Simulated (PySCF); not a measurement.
## A study: C2HCl3, SMILES `ClC(Cl)=CCl`

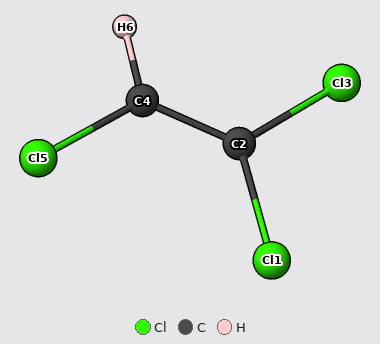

The molecule, with its atoms numbered as below. No frequency check shows the geometry to be a minimum.

Cartesian coordinates (Å):

```
Cl1     -0.3135    1.5883    0.0000
C2      -0.4260   -0.1206    0.0000
Cl3     -2.0224   -0.7527    0.0000
C4       0.6289   -0.9315    0.0000
Cl5      2.2334   -0.3464    0.0000
H6       0.5243   -2.0043    0.0000
```

### 1. Bonding charge

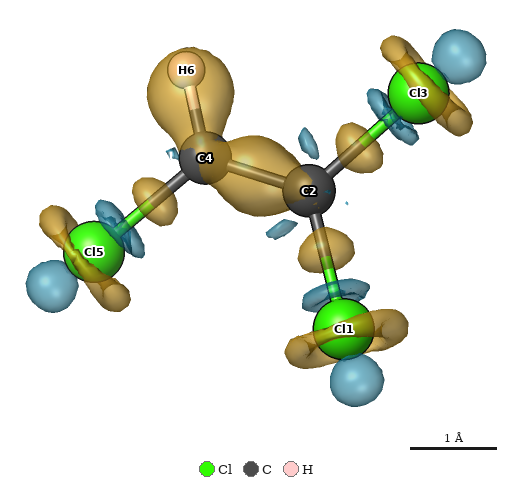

Deformation density (molecule less spherical, spin-averaged free atoms at the same positions), surfaces at ±0.11 e/Å³; yellow: gain, teal: loss.

Computed with PySCF, PBE/def2-TZVP, geometry: GFN2-xTB.

> Describe the bonding that the map shows.

C4–H6: +0.75 e/Å³ at the bond critical point (bond length 1.08 Å, Mayer order 0.9). C2–C4: +0.74 e/Å³ at the bond critical point (bond length 1.33 Å, Mayer order 1.8). Cl1–C2: +0.25 e/Å³ at the bond critical point (bond length 1.71 Å, Mayer order 1.2). C2–Cl3: +0.24 e/Å³ at the bond critical point (bond length 1.72 Å, Mayer order 1.1). C4–Cl5: +0.23 e/Å³ at the bond critical point (bond length 1.71 Å, Mayer order 1.2). In all, 1.3 electrons gather in the regions of gain relative to the promolecule.

### 2. Bond critical points

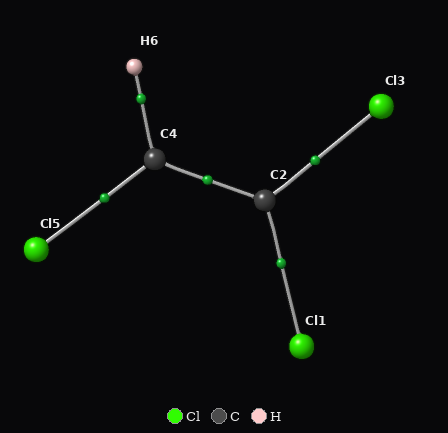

Molecular graph of the electron density (QTAIM): bond paths, bond critical points (green), ring points (magenta, if any); weak paths are dashed.

> How many critical points of each kind are there, and does the count close?

6 nuclei, 5 bond, 0 ring and 0 cage critical points: 6 − 5 + 0 − 0 = 1, as the Poincaré–Hopf relation requires.

> Give the properties at the bond critical points.

| bond | length (Å) | ρ (a.u.) | ∇²ρ (a.u.) | ε | H (a.u.) |
| --- | --- | --- | --- | --- | --- |
| C2–C4 | 1.331 | 0.349 | −1.03 | 0.45 | −0.408 |
| C4–H6 | 1.078 | 0.288 | −1.03 | 0.04 | −0.294 |
| Cl1–C2 | 1.713 | 0.213 | −0.32 | 0.09 | −0.162 |
| C4–Cl5 | 1.708 | 0.212 | −0.33 | 0.08 | −0.164 |
| C2–Cl3 | 1.717 | 0.211 | −0.31 | 0.09 | −0.159 |

> What kind of interaction is C2–C4?

Shared-shell (covalent): ρ = 0.349, ∇²ρ = −1.03, H = −0.408 a.u. Its ellipticity of 0.45 shows that the density isn't cylindrical about the bond.

### 3. Local ionisation energy

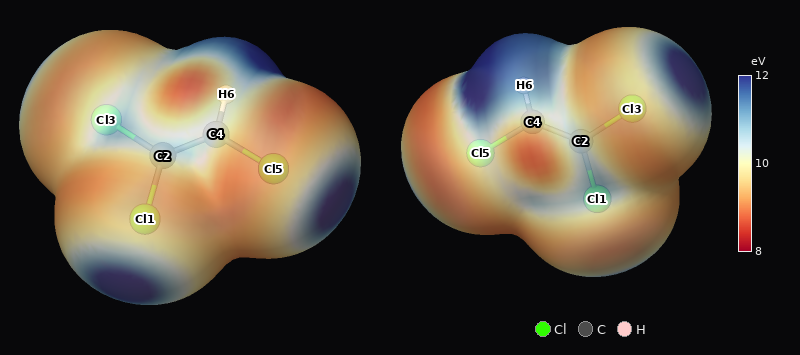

Average local ionisation energy on the surface of electron density 0.001 a.u. (back view left, front view right).

> Where are the most loosely bound electrons on this surface?

The lowest value is 8.7 eV, off the molecular plane, over C4 (2.0 Å), and at like points elsewhere. Further minima include 8.9 eV, 2.1 Å from Cl5; 8.9 eV, 2.1 Å from Cl5, and at like points elsewhere; 9.1 eV, off the molecular plane, over Cl1 (2.1 Å). For comparison, the highest occupied orbital lies at −6.2 eV.

> What volume does the surface enclose, and what is the dipole moment?

About 119 Å³; the dipole moment is 0.8 D.

### 4. In an electric field

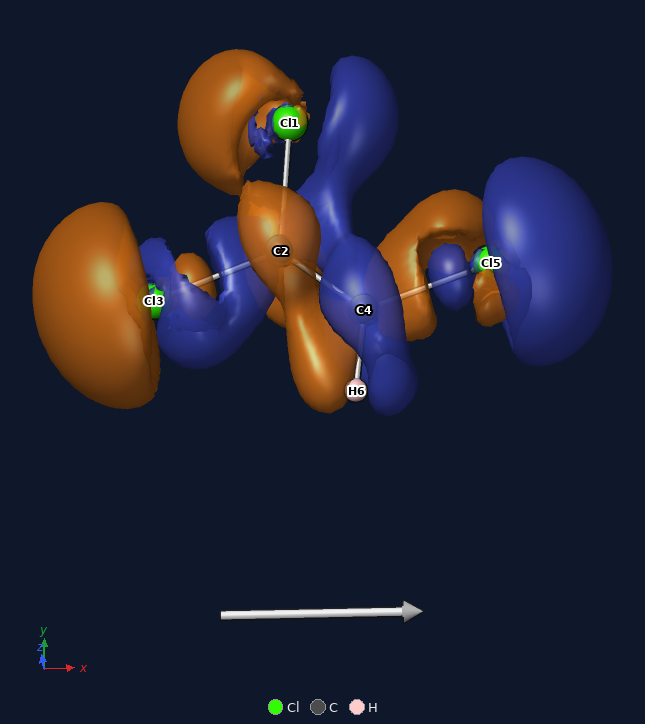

Change of the electron density in a uniform field of 0.21 V/Å along +x (arrow), surfaces at ±0.0015 e/Å³ (orange: gain, blue: loss).

PySCF calculation, PBE/def2-TZVP, gas phase; geometry: GFN2-xTB. A basis without diffuse functions makes polarisabilities too small.

> How large is the response?

The induced dipole is 0.87 D (along the field); α along this axis, from the fields in both directions, is 85 bohr³ (12.6 Å³).

> Which atoms gain and lose the most charge?

Electrons gather most on Cl3 (Hirshfeld charge changes by −0.026 e) and leave Cl5 most (+0.027 e); 0.063 electrons are displaced in all.

### 5. Removing or adding an electron

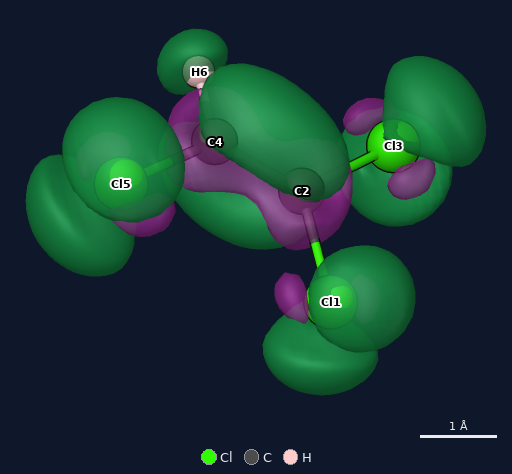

Fukui function f⁻ = ρ(N) − ρ(N−1) at fixed geometry, surfaces at ±0.02 e/Å³ (green positive, purple negative).

Method: PBE/def2-TZVP; geometry: GFN2-xTB; program: PySCF.

> On which atoms does the density change most on removal of an electron?

f⁻ (Hirshfeld-condensed) is largest on Cl5 (0.27), Cl3 (0.24) and Cl1 (0.21); the vertical ionisation energy is 9.12 eV (the stability of the cation's solution wasn't checked). Condensed values hint at sites of electrophilic attack but needn't mark the atom that reacts. Shares this close don't rank the sites. Orbital relaxation makes it negative in places (0.14 e in all).

The PySCF runs shown took 25 s, 62 s and 69 s on 1 thread of Arm Neoverse V1, with other jobs on the host.
